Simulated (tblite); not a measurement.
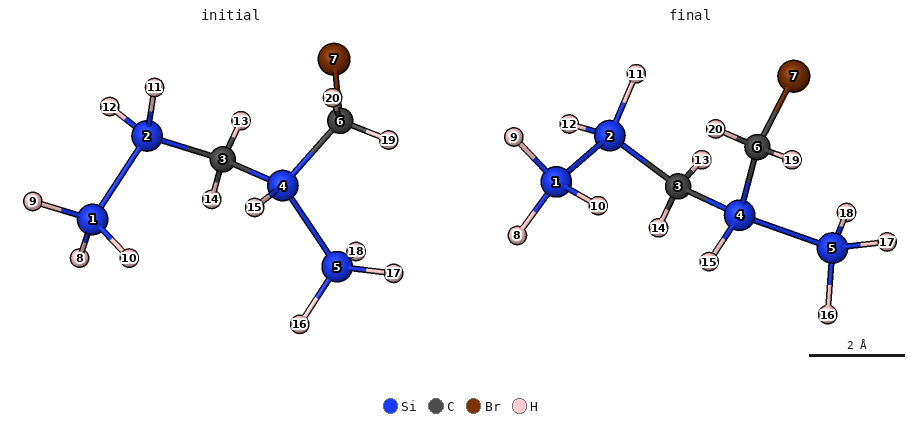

The structure of C2H13BrSi4 before (left) and after (right) a relaxation, at one scale.

The picture is a ball-and-stick view, seen face on.

Method: GFN2-xTB geometry optimisation, gas phase (tblite 0.8.0). 

What changed between the two?

Answer. After 235 geometry steps the energy has fallen by 15.3 kcal/mol. The atom that moves furthest after the best rigid fit is H19 (1.83 Å). By element the largest moves are H 1.83 Å, C 1.21 Å, Br 1.06 Å, Si 1.01 Å. Among the contacts that change: Si4–Si5 2.226 → 2.322 Å, Si1–Si2 2.229 → 2.310 Å, Si2–C3 1.846 → 1.916 Å, Si4–C6 1.866 → 1.921 Å. Bond angles that change, for instance: Si5–Si4–H15 106.2° → 115.7°, C6–Si4–H15 110.3° → 102.0°, Si2–Si1–H8 107.0° → 113.1°. Groups turn about C3–Si4 by about 50°, Si4–C6 by about 40°.
